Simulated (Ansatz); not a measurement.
F2MoS2 (SMILES [F][Mo]([F])(=[S])=[S])

Input file:

```
crystal:
  periodic: [false, false, false]
  atoms:
    - {symbol: F, position_ang: [-2.818934, -0.268709, 1.737622]}
    - {symbol: F, position_ang: [-1.201899, 0.593634, -0.723738]}
    - {symbol: Mo, position_ang: [-1.890828, 1.069097, 0.903150]}
    - {symbol: S, position_ang: [-0.323192, 1.678701, 2.146608]}
    - {symbol: S, position_ang: [-3.161173, 2.710481, 0.643641]}
basis:
  gaussian:
    orbitals: def2-TZVPD
output:
  forces: true
  orbitals: {seedname: orbitals}
hamiltonian:
  xc: pbe0
```

Launched as:

```sh
ansatz run input.yaml --threads 2 --pin off --max-ram 5220MiB --events-out events.jsonl --progress --plain --runs-dir runs
```

Geometry: PBE0-D4/def2-SVP; core potentials replace the inner electrons of Mo.

Level of theory: isolated molecule in a Gaussian basis; Kohn-Sham density functional theory, functional PBE0 in Ansatz 0.2.0.

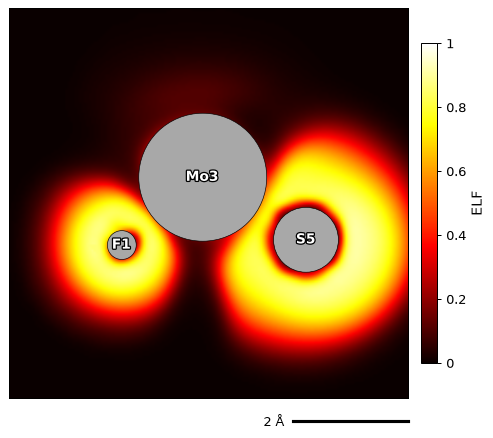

Figure 1. ELF on the plane of atoms F1, Mo3 and S5. Grey discs cover the atomic cores.

### What does the map show?

- The plane passes through F, Mo and S nuclei.
- Mo–F (1.83 Å): the ELF peaks at about 0.80 in the valence shell of F, 0.5 Å from its nucleus, and drops to about 0.25 between the two atoms.
- Mo–S (2.09 Å): the ELF peaks at about 0.75 in the valence shell of S, 0.8 Å from its nucleus, and is about 0.50 at the midpoint.

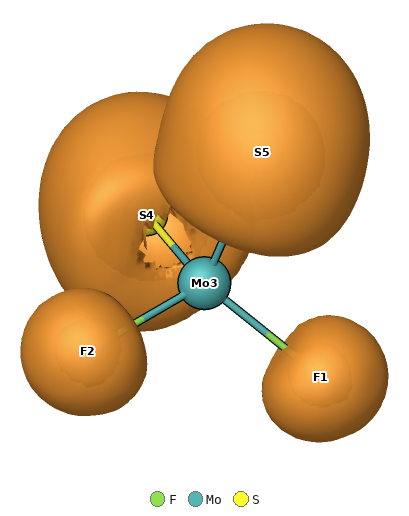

Figure 2. Isosurface of the electron localisation function at 0.75 (orange), seen at an oblique angle. Core shells and regions of very low density are left out.

### Identify the bonds, lone pairs and shells in this picture.

At this value the surface marks out two rings or bowls of non-bonding electrons around S and two regions wrapped around F (the valence shell of each).

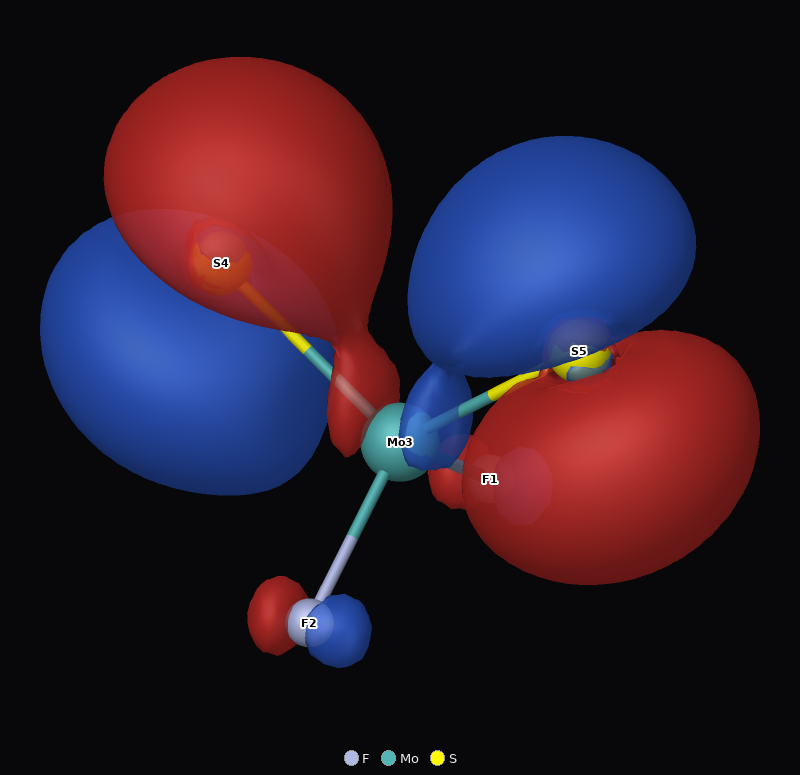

Figure 3. The HOMO at ±0.08 Å⁻³ᐟ² (red and blue are the two phases), seen at a tilt.

### Where does this orbital lie, and at what energy?

It lies mainly on S4 (about 45 %), S5 (about 45 %) and Mo3 (about 10 %); largely a combination of lone pairs on S4 and S5. Its energy is −7.89 eV.
